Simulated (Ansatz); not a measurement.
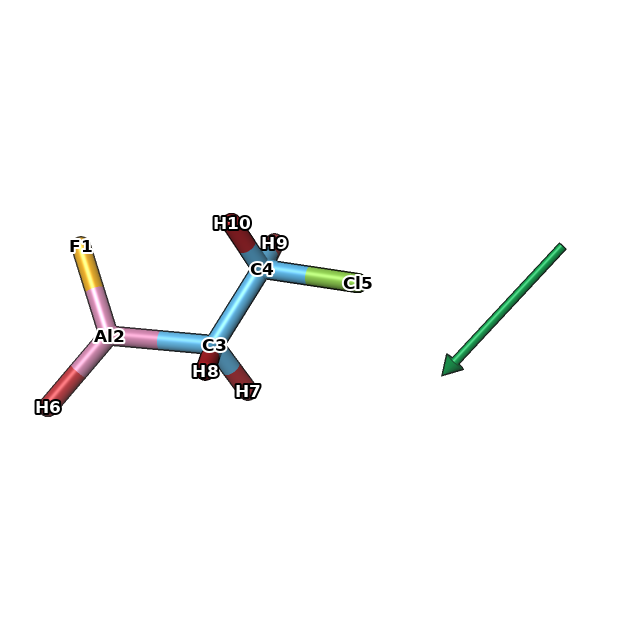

The arrow beside the molecule shows the direction of the dipole moment, from the negative to the positive end (its length means nothing). The computed structure is the end point of a PBE0-D4/def2-TZVP optimisation. No frequency run is at hand to confirm it as a minimum. Properties computed with RKS PBE0-D4/def2-TZVP (Ansatz 0.2.0).

### Estimate the dipole moment.

1.70 D; it points from the side of Cl5 to the side of H6 (the outermost atoms at the two ends).
